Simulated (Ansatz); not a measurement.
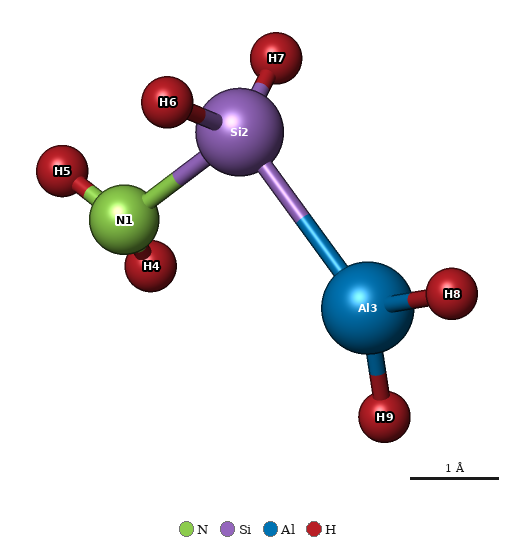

Figure 1. The structure (ball-and-stick view, seen at a tilt; atoms are numbered from 1 in the order of the input). Sticks mark near contacts.

# Single-point calculation, with input and output: AlSiNH6

- system: AlSiNH6, SMILES N[SiH2][AlH2]
- method: RKS wB97M-V/cc-pVTZ-DK (Ansatz 0.2.0)

The geometry comes from this level: PBE0-D4/def2-TZVP.

**Input file**
```yaml
crystal:
  periodic: [false, false, false]
  atoms:
    - {symbol: N, position_ang: [-1.168059, 0.874104, -0.788319]}
    - {symbol: Si, position_ang: [0.674802, 0.596961, -0.467583]}
    - {symbol: Al, position_ang: [0.311031, -1.284903, 1.206269]}
    - {symbol: H, position_ang: [-1.685016, 0.092377, -1.115005]}
    - {symbol: H, position_ang: [-1.432908, 1.460989, -1.665409]}
    - {symbol: H, position_ang: [0.916344, 1.874375, 0.248631]}
    - {symbol: H, position_ang: [1.206824, 0.341960, -1.522782]}
    - {symbol: H, position_ang: [1.624662, -1.383361, 2.514614]}
    - {symbol: H, position_ang: [-0.766698, -2.283968, 1.280251]}
basis:
  gaussian: {orbitals: cc-pVTZ-DK}
hamiltonian: {xc: {name: wB97M-V}}
```

Run as:
```bash
ansatz run in.yaml --threads 2 --pin off --events-out ev --progress --plain --max-ram 4352MiB
```

**Output**
```
Functional definition: wB97M-V
  name "wB97M-V"
  cite "Mardirossian & Head-Gordon, J. Chem. Phys. 144, 214110 (2016) doi:10.1063/1.4952647"
  cite "Becke, J. Chem. Phys. 107, 8554 (1997) doi:10.1063/1.475007"
  cite "Vydrov & Van Voorhis, J. Chem. Phys. 133, 244103 (2010) doi:10.1063/1.3521275"
  # Of w^i u^j: cxij and so on, Table III.
  parameter omega = 0.3/bohr
  parameter cx = 0.15
  parameter cx01 = 1.007
  parameter cx10 = 0.259
  parameter css00 = 0.443
  parameter css04 = -1.437
  parameter css10 = -4.535
  parameter css20 = -3.390
  parameter css43 = 4.278
  parameter cos00 = 1.000
  parameter cos10 = 1.358
  parameter cos20 = 2.924
  parameter cos21 = -8.812
  parameter cos60 = -1.390
  parameter cos61 = 9.142
  parameter b = 6.0
  parameter c = 0.01
  gx(w, u) = 1 - cx + cx01*u + cx10*w
  gss(w, u) = css00 + css04*u^4 + css10*w + css20*w^2 + css43*w^4*u^3
  gos(w, u) = cos00 + cos10*w + (cos20 + cos21*u)*w^2 + (cos60 + cos61*u)*w^6
  exchange = spin_sum(e_x_unif_sr(omega)*gx(b97_w, b97_u_x)) + cx*exact_x_sr(omega) + exact_x_lr(omega)
  correlation = spin_sum(e_c_pw_mod_same_spin*gss(b97_w, b97_u_same))
      + integral(e_c_pw_mod_opposite_spin*gos(b97_w_opposite, b97_u_opposite)) + vv10(b, c)
1093 factors; their error is unknown
268 factors; integrals over basis functions are off by at most 1.7e-5 eV
mean field evaluation 1: about -16083.5944 eV, gradient 4.7e1 eV
mean field evaluation 2: about -16082.9603 eV, gradient 5.0e1 eV
mean field evaluation 4: about -16088.0184 eV, gradient 6.3e-1 eV
mean field evaluation 8: about -16088.0572 eV, gradient 2.5e-1 eV
mean field evaluation 16: about -16088.0572 eV, gradient 7.8e-5 eV
mean field -16088.05724130 eV, -591.2251987409 hartree, gradient 7.8e-5 eV, S^2 0.000000; 0 other end points of the search recorded, 0 dependent functions left out
reference -16088.05730061 eV, -591.2252009205 hartree; 20, 20 occupied and 162, 162 virtual orbitals, 1093 factors
Total energy: -16088.05730061 eV, -591.2252009205 hartree
Relativity: scalar
```

**Summary**

```json
{"quantity": "outcome", "value": "converged"}
{"quantity": "total energy", "value": "−16088.0573 eV"}
{"quantity": "SCF solution under orbital rotations", "value": "stable"}
{"quantity": "hardware", "value": "2 threads of AMD EPYC, 23 GiB of memory available, shared host"}
{"quantity": "wall time", "value": "7 s (CPU time 12 s)"}
{"quantity": "peak memory", "value": "0.39 GiB"}
```
